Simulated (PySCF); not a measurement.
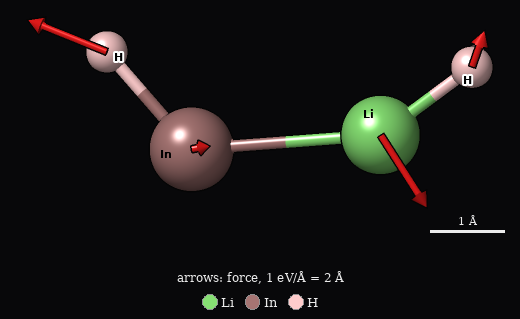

Starting geometry of LiInH$_{2}$ with the computed forces as red arrows. Style: ball-and-stick. Shown at a tilt.

It is one of the separated reactants of a reaction.

The calculation used PySCF 2.14.0, RKS PBE-D4/def2-SVP, density fitting. 

Is this structure relaxed? If not, where do the atoms go?

Answer. It isn't relaxed: the largest force vector, on H atoms, is 0.61 eV/Å. The final displacements have little in common with the starting forces (cosine between the two patterns 0.02). An H atom moves most after the best rigid fit: 1.62 Å. Largest moves by element: H 1.62 Å, Li 0.64 Å, In 0.56 Å. Near-neighbour distances that change, for instance: H–In 4.114 → 2.134 Å, H–Li 1.590 → 1.701 Å, In–Li 2.671 → 2.601 Å, H–In 1.771 → 1.815 Å. Among the angles between lasting bonds that change: In–Li–H 148.7° → 54.8°, Li–In–H 127.2° → 135.6°. Over 17 geometry steps the energy falls by 0.913 eV.
